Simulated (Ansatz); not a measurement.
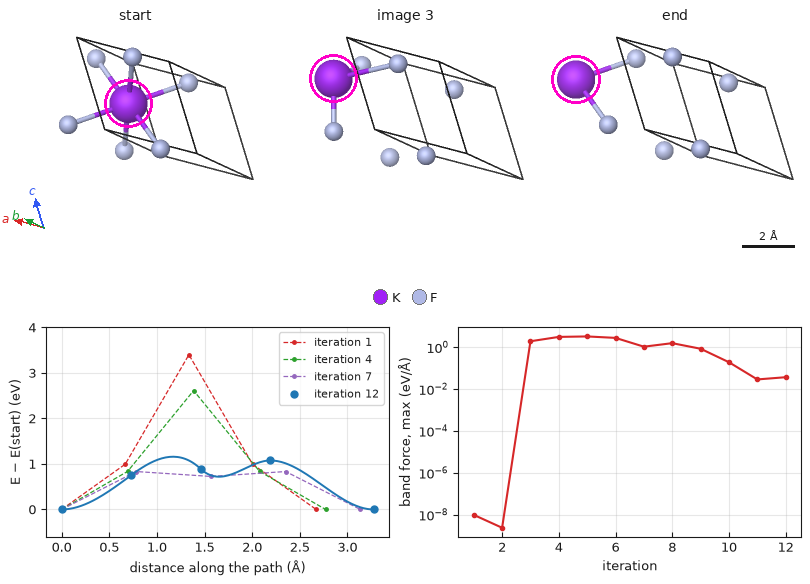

NEB run on a 2-atom cell of KF (set up in Fm-3m). Images are numbered from 0 (start) to 4 (end). The plot follows the band through its iterations. Style: ball-and-stick. Shown: the reduced simulation cell (origin moved), from a free direction. The moving atom is ringed, with any periodic copies. Lengths and directions refer to the drawn axes. Bonds to atoms that aren't drawn are left out.

Level of theory: DFT, PBE, PAW with Ansatz's default frozen-core files, scalar-relativistic (Ansatz). Set-up: plane-wave cutoff 420 eV; k-point mesh 7 × 7 × 7; Fermi-Dirac smearing 0.02 eV; 3 movable images; climbing image.

Q: Did the band converge, and can the barrier be trusted?

A: The run is converged, with reservations. The band converged in 12 iterations. The largest component of the band force went from 9.8e-09 to 0.037 eV/Å. The climbing image converged on the top of the path. Its curvatures weren't checked. The first iteration put the highest image at 3.40 eV. The barrier is about 1.08 eV in both directions, with image 3 at the top; the ends have the same energy.

The run took 3.1 min on 4 threads of Arm Neoverse V1 (shared host), peak memory 0.86 GiB.
